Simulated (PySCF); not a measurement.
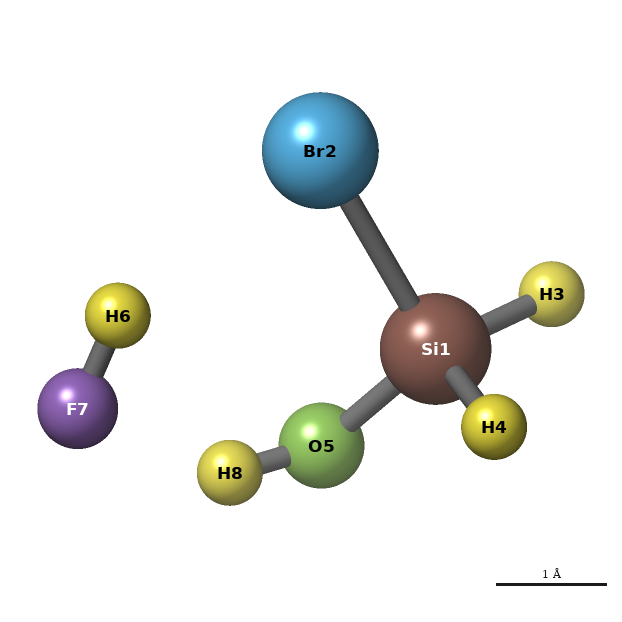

Numbered structure. The geometry was computed by an optimisation with PBE0-D4/def2-TZVP. No frequency run is at hand to confirm it as a minimum.

Which atoms are bonded, and how long are the bonds?

```csv
bond,length (Å)
Si1–Br2,2.257
Si1–H3,1.474
Si1–H4,1.479
Si1–O5,1.621
O5–H8,0.965
H6–F7,0.934
```
